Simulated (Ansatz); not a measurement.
**Run report: C2H8GeO3, single-point calculation**

System: C2H8GeO3.
Method: RKS PBE0-DH/def2-TZVP (Ansatz 0.2.0).

The geometry comes from this level: PBE0-D4/def2-TZVP. Figures and captions count atoms from 1; the log counts them from 0 in places.

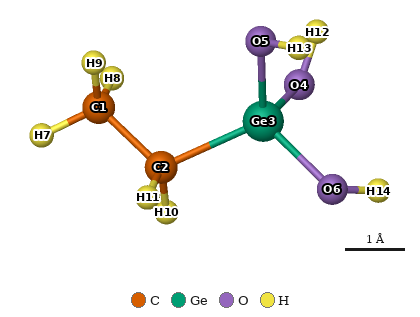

Figure 1. The structure (ball-and-stick view, seen at a tilt; atoms are numbered from 1 in the order of the input). Sticks mark near contacts.

Results in brief

```csv
quantity,value
outcome,converged
total energy,−64851.1583 eV
mean-field energy,−64845.7429 eV
SCF solution under orbital rotations,stable
largest force (length of the vector),0.295 eV/Å
dipole moment,0.39 D
hardware,"8 threads of Arm Neoverse V1, 23 GiB of memory available, shared host"
wall time,41 s (CPU time 5.2 min)
peak memory,2.2 GiB
```

Input
```yaml
crystal:
  periodic: [false, false, false]
  atoms:
    - {symbol: C, position_ang: [0.901279, -1.134470, 1.373763]}
    - {symbol: C, position_ang: [0.677275, -0.987860, -0.126183]}
    - {symbol: Ge, position_ang: [-0.424390, 0.533609, -0.571335]}
    - {symbol: O, position_ang: [-2.087304, 0.313258, 0.008629]}
    - {symbol: O, position_ang: [0.190925, 2.020955, 0.178613]}
    - {symbol: O, position_ang: [-0.493786, 0.812773, -2.321873]}
    - {symbol: H, position_ang: [1.535182, -1.997491, 1.590740]}
    - {symbol: H, position_ang: [-0.042951, -1.275868, 1.904169]}
    - {symbol: H, position_ang: [1.387366, -0.250360, 1.791581]}
    - {symbol: H, position_ang: [0.186893, -1.870218, -0.545511]}
    - {symbol: H, position_ang: [1.621831, -0.864382, -0.662278]}
    - {symbol: H, position_ang: [-2.381432, 1.076849, 0.511795]}
    - {symbol: H, position_ang: [0.318626, 2.710532, -0.477685]}
    - {symbol: H, position_ang: [-1.402313, 0.883471, -2.625624]}
basis:
  gaussian: {orbitals: def2-TZVP}
hamiltonian: {xc: {name: PBE0-DH}}
accuracy: high
output: {forces: true}
```

Command:
```bash
ansatz run in.yaml --threads 8 --pin off --events-out ev --progress --plain --max-ram 18278MiB
```

The program's output
```
Functional definition: PBE0-DH
  name "PBE0-DH"
  cite "Brémond & Adamo, J. Chem. Phys. 135, 024106 (2011) doi:10.1063/1.3604569"
  cite "Perdew, Burke & Ernzerhof, Phys. Rev. Lett. 77, 3865 (1996) doi:10.1103/PhysRevLett.77.3865"
  parameter a = 1/2
  parameter c = 1/8
  exchange = (1 - a)*pbe_x + a*exact_x
  correlation = (1 - c)*pbe_c + c*(mp2_os + mp2_ss)
4581 factors; integrals over basis functions are off by at most 3.7e-8 eV
mean field evaluation 1: about -64834.1532 eV, gradient 8.3e1 eV
mean field evaluation 2: about -64834.2556 eV, gradient 8.3e1 eV
mean field evaluation 4: about -64845.6512 eV, gradient 7.0e0 eV
mean field evaluation 8: about -64845.7425 eV, gradient 4.1e-1 eV
mean field evaluation 16: about -64845.7429 eV, gradient 6.4e-5 eV
mean field -64845.74286982 eV, -2383.0370964427 hartree, gradient 6.4e-8 eV, S^2 0.000000; 0 other end points of the search recorded, 0 dependent functions left out
14 core orbitals not correlated: weight in the atoms' cores, before any rotation towards them, 1.000 or more for the frozen orbitals, at most 0.000 for the correlated occupied ones
reference -64845.74287196 eV, -2383.0370965214 hartree; 24, 24 occupied and 213, 213 virtual orbitals, 4581 factors
second order -43.32338857 eV of doubles, -0.00000000 eV of singles
the calculation of the forces begins
Total energy: -64851.15829553 eV, -2383.2361096670 hartree
Atom 0 at     0.901279    -1.134470     1.373763 Å, force     0.008794    -0.008637     0.031397 eV/Å
Atom 1 at     0.677275    -0.987860    -0.126183 Å, force    -0.037088     0.048097    -0.047382 eV/Å
Atom 2 at    -0.424390     0.533609    -0.571335 Å, force    -0.074562     0.102539    -0.013180 eV/Å
Atom 3 at    -2.087304     0.313258     0.008629 Å, force     0.201895     0.212792     0.007194 eV/Å
Atom 4 at     0.190925     2.020955     0.178613 Å, force    -0.081211    -0.085338    -0.269706 eV/Å
Atom 5 at    -0.493786     0.812773    -2.321873 Å, force    -0.192849    -0.022460     0.222288 eV/Å
Atom 6 at     1.535182    -1.997491     1.590740 Å, force    -0.068635     0.093073    -0.026494 eV/Å
Atom 7 at    -0.042951    -1.275868     1.904169 Å, force     0.097510     0.014738    -0.061897 eV/Å
Atom 8 at     1.387366    -0.250360     1.791581 Å, force    -0.051598    -0.092159    -0.050041 eV/Å
Atom 9 at     0.186893    -1.870218    -0.545511 Å, force     0.051072     0.083853     0.048983 eV/Å
Atom 10 at     1.621831    -0.864382    -0.662278 Å, force    -0.089117    -0.015436     0.060893 eV/Å
Atom 11 at    -2.381432     1.076849     0.511795 Å, force     0.064949    -0.166544    -0.108099 eV/Å
Atom 12 at     0.318626     2.710532    -0.477685 Å, force    -0.026425    -0.148341     0.141205 eV/Å
Atom 13 at    -1.402313     0.883471    -2.625624 Å, force     0.197266    -0.016176     0.064838 eV/Å
Dipole moment:    -0.038265     0.069385    -0.012233 e Å
```

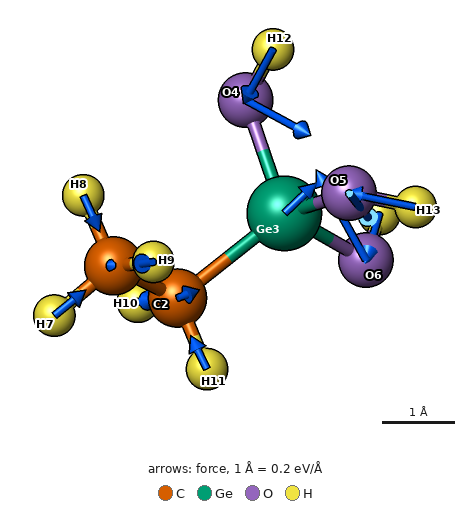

Figure 2. Forces on the atoms as blue arrows (ball-and-stick view, seen at a tilt; atoms are numbered from 1 in the order of the input). The largest act on all 3 O atoms (0.30 eV/Å); H12, H13, H14 (0.21 eV/Å); Ge3 (0.13 eV/Å); H7, H8, H9 (0.12 eV/Å), among others. The geometry is not a stationary point of this energy.

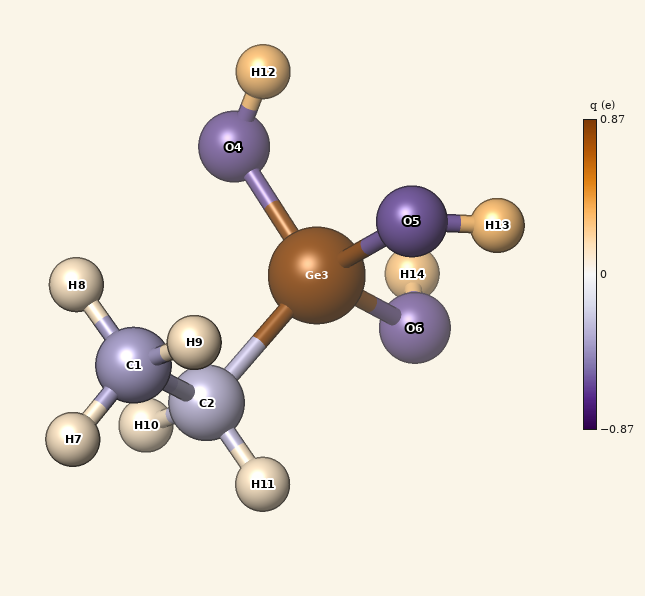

Figure 3. Mulliken charges, as the colour of each atom (ball-and-stick view, seen at a tilt; atoms are numbered from 1 in the order of the input). By element: C −0.40 to −0.32, Ge +0.83, O −0.60 and H +0.13 to +0.33 e.
